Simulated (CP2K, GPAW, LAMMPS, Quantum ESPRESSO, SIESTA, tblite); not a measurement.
# How far do other methods lie from plane waves? Amorphous carbon (123 atoms)

Aim: forces, pressure of amorphous carbon (123 atoms) at one geometry, from other programs and methods, against plane-wave PBE.

Results are calculated, not measured.

### 1. The cell

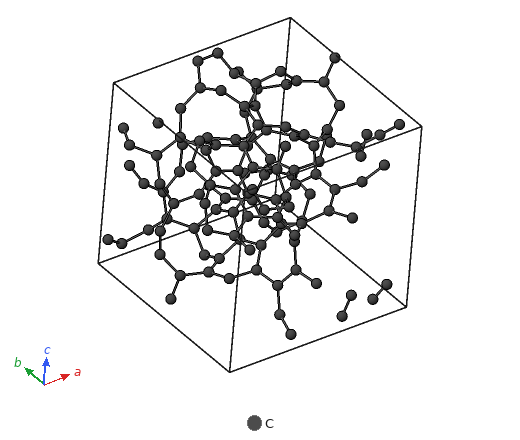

The cell (carbon dark grey). Bonds to atoms that aren't drawn are left out. Some periodic images of atoms are drawn too.

The cell holds 123 atoms (123 C), with edges of 11.14, 11.14 and 11.14 Å. Recipe: 123 atoms (123 C) placed at random at 1.77 g/cm³, melted at 6000 K for 10 ps at fixed volume with the LCBOP (Los and Fasolino, Phys. Rev. B 68, 024107 (2003)). Quenched from 6000 K to 500 K at 120 K/ps and fixed volume, held 5 ps, then minimised at fixed cell. The density is 1.77 g/cm³.

### 2. The reference input

Quantum ESPRESSO 7.5: Kohn-Sham DFT, PBE, SSSP efficiency 1.3.0 pseudopotentials, plane waves. Its input, pw.in:

```
&control
  calculation = 'scf'
  pseudo_dir = './pseudo'
  outdir = './tmp'
  disk_io = 'none'
  tprnfor = .true.
  tstress = .true.
/
&system
  ibrav = 0
  nat = 123
  ntyp = 1
  ecutwfc = 45
  ecutrho = 360
  nosym = .true.
  occupations = 'smearing'
  smearing = 'fd'
  degauss = 0.003675
/
&electrons
  conv_thr = 6.2e-07
  electron_maxstep = 100
  mixing_beta = 0.2
  mixing_mode = 'local-TF'
  diagonalization = 'david'
/
ATOMIC_SPECIES
C 12.011 C.upf
CELL_PARAMETERS angstrom
11.14320 0.00000 0.00000
0.00000 11.14320 0.00000
0.00000 0.00000 11.14320
ATOMIC_POSITIONS crystal
C 0.56593 0.69863 0.62788
C 0.07193 0.48872 0.81802
C 0.47127 0.64368 0.32854
C 0.93143 0.71032 0.07254
[... 117 atom lines left out ...]
C 0.65756 0.03401 0.05291
C 0.30318 0.87666 0.82255
K_POINTS gamma
```

```console
$ OMP_NUM_THREADS=1 mpirun -np 4 pw.x -in pw.in > output.txt
```

Wall time 2.8 min (4 MPI ranks of Arm Neoverse V1, shared host); peak memory 4.1 GiB; 11 min of CPU time.

It converged with an r.m.s. force component of 1.3 eV/Å and a pressure of -9.3 GPa.

### 3. What was run beside it

- CP2K 2026.2: Gaussian basis with GTH pseudopotentials and a plane-wave density; labels give functional, basis (MOLOPT sets; SR short-range, UZH the newer set with its own potentials), grid cutoff/relative cutoff and solver (OT: orbital transformation; TRS4, TC2, SIGN: linear-scaling purification with its sparsity filter), or its built-in tight binding.
- GPAW 26.7.0: PAW with atomic orbitals (LCAO), plane waves or a real-space grid of spacing h.
- Quantum ESPRESSO 7.5: plane waves; labels (QE) give functional, pseudopotential set and cutoffs of waves/density.
- SIESTA 5.4.2: numerical atomic orbitals, whose automatically made sets are far from complete, with PseudoDojo norm-conserving potentials that we converted to its format (checked against plane waves on the same files for H, C, O, Si, Ge and Ca alone); labels give functional, basis size, energy shift and mesh cutoff.
- tblite 0.8.0: extended tight binding, driven from Python.

All use the same cell and atoms, and the electronic-structure runs the same k-mesh.

### 4. Side by side

Differences are against the reference: forces as r.m.s. over components, share as that over the reference's r.m.s. force, slope as the fitted ratio of a run's forces to the reference's.

```
                                                         run  Δ force, r.m.s. (meV/Å)  share (%)  slope  Δ pressure (GPa)  cores  CPU time  memory (GiB)
                                                   reference                        -          -      -                 -      4    11 min           4.1
       CP2K PBE+D3(BJ), DZVP-UZH, 450/50 Ry, diagonalisation                     42.6       3.17  1.011            -0.371      4    12 min           3.7
              CP2K PBE, DZVP-UZH, 450/50 Ry, diagonalisation                     31.1       2.31  1.009             0.925      4    12 min           3.6
              CP2K PBE, DZVP-UZH, 630/50 Ry, diagonalisation                     31.1       2.31  1.009             0.925      4    14 min             6
CP2K PBE, SZV-MOLOPT-SR, 450/50 Ry, diagonalisation (coarse)                      528       39.3  1.347              6.10      2     5 min           2.5
          CP2K PBE, TZV2P-MOLOPT, 450/50 Ry, diagonalisation                     14.0       1.04  0.995             0.169      4       2 h           4.8
           CP2K PBE, TZVP-MOLOPT, 450/50 Ry, diagonalisation                     17.7       1.31  0.998             0.389      4     1.9 h           4.4
                                 GPAW LDA, LCAO dzp, h 0.2 Å                     90.6       6.74  0.987                 -      2   6.3 min           1.6
                                 GPAW PBE, LCAO dzp, h 0.2 Å                      118       8.76  1.002                 -      2   6.7 min           1.6
                    GPAW PBE, LCAO sz(dzp), h 0.2 Å (coarse)                      582       43.3  1.066                 -      1      93 s          0.85
                                GPAW PBE, plane waves 450 eV                     7.53       0.56  0.996             -2.68      2    11 min           1.6
                QE PBE, sssp-1.3.0-efficiency, 45/360 Ry, cg                    0.148      0.011  1.000           -0.0016      4    37 min           4.2
         SIESTA PBE, DZ, shift 0.01 Ry, mesh 300 Ry (coarse)                      214       15.9  1.063              6.32      2   2.7 min          0.98
        SIESTA PBE, DZP, shift 0.01 Ry, mesh 100 Ry (coarse)                      169       12.6  1.006              5.34      2   2.9 min          0.88
                 SIESTA PBE, DZP, shift 0.01 Ry, mesh 300 Ry                      169       12.6  1.006              5.35      2   7.5 min           1.6
        SIESTA PBE, SZP, shift 0.01 Ry, mesh 300 Ry (coarse)                      425       31.6  1.000              14.5      2   5.1 min           1.4
                 SIESTA PBE, TZP, shift 0.01 Ry, mesh 300 Ry                      152       11.3  1.009              4.90      4    12 min           2.4
                                             tblite GFN1-xTB                      305       22.7  1.118             -5.56      1     3.6 s          0.13
```

Rows marked coarse were listed beforehand as settings not expected to be converged; some can still land near the reference.

CPU time is summed over cores on shared hosts, so it is rough.

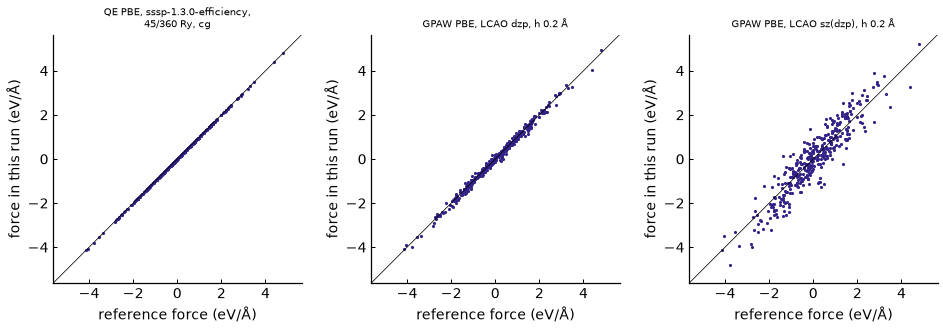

Force components against those of the reference; the line marks equality.

### 5. What came out

Forces lie from 0.011 % (QE PBE, sssp-1.3.0-efficiency, 45/360 Ry, cg) to 43 % (GPAW PBE, LCAO sz(dzp), h 0.2 Å, coarse) of the reference's r.m.s. force of 1.3 eV/Å away from it. Other PBE runs on plane waves or a grid: GPAW PBE, plane waves 450 eV 0.56 % and QE PBE, sssp-1.3.0-efficiency, 45/360 Ry, cg 0.011 % of the r.m.s. force; the reference has errors of its own, so differences under a few per cent don't tell which side is nearer the exact PBE result. With the reference's own potentials and cutoffs, another solver or threshold moves forces by 0.011 % (QE PBE, sssp-1.3.0-efficiency, 45/360 Ry, cg). The PBE runs in local orbitals, coarse settings apart, differ by 1.0 % (CP2K PBE, TZV2P-MOLOPT, 450/50 Ry, diagonalisation) to 13 % (SIESTA PBE, DZP, shift 0.01 Ry, mesh 300 Ry); basis, grid and potentials can all enter.

Tight binding differs by 23 % (tblite GFN1-xTB); it is another model, with fitted parameters of its own, and the xTB methods hold dispersion. Rows with another functional or a dispersion term differ by 3.2 % (CP2K PBE+D3(BJ), DZVP-UZH, 450/50 Ry, diagonalisation) to 6.7 % (GPAW LDA, LCAO dzp, h 0.2 Å), which mixes the change of model with differences of basis and potentials. Runs with settings chosen to be coarse differ by 13 % (SIESTA PBE, DZP, shift 0.01 Ry, mesh 100 Ry) to 43 % (GPAW PBE, LCAO sz(dzp), h 0.2 Å), their programs' other errors included. CP2K PBE, SZV-MOLOPT-SR, 450/50 Ry, diagonalisation stiffens the forces by a factor of 1.35 while following their directions (correlation 0.991); the slopes of the 6 CP2K runs lie between 1.00 and 1.35. From CP2K PBE, DZVP-UZH, 450/50 Ry, diagonalisation to the finer CP2K PBE, DZVP-UZH, 630/50 Ry, diagonalisation the share goes from 2.31 to 2.31 %, so the grid isn't what parts these runs from the reference. From SIESTA PBE, DZP, shift 0.01 Ry, mesh 100 Ry to the finer SIESTA PBE, DZP, shift 0.01 Ry, mesh 300 Ry the share goes from 12.6 to 12.6 %, so the grid isn't what parts these runs from the reference. Pressures at PBE, coarse settings apart, lie -2.68 to +5.35 GPa from the reference's.

Caveats: Periodic xTB results under one method name differ between programs and library versions. The reference's pressure holds the uncorrected Pulay stress of its 45 Ry basis, so small pressure differences may be the reference's own error. The quench rate of 120 K/ps is many orders above laboratory rates, so the cell is likely richer in defects and strain than a real sample. The network of bonds at the start is that of the classical potential that made the cell, and needn't be the one that DFT or experiment would give. The electronic-structure runs sample only Γ, in a cell whose shortest periodic width is 11 Å, which is coarse for a cell with partly filled levels. The reference's pressure of -9.3 GPa reflects the volume that the recipe set, positions that aren't this level's minimum and the basis. Where levels are smeared, the DFT runs use Fermi–Dirac occupations at 580 K (0.05 eV), and energies are free energies. The reference's cutoffs and mesh weren't converged further here.

[Logs are printed without paths, hosts, clocks, repeated set-up lines and the standing remarks that a program may print on its own settings, such as how far it seeks lower states.]

[Hosts, paths, dates, database ids (printed as entryN), source tags and the programs' standing remarks are cut or masked in the printed files.]

[Cells were taken only where this reference lay near another plane-wave run.]
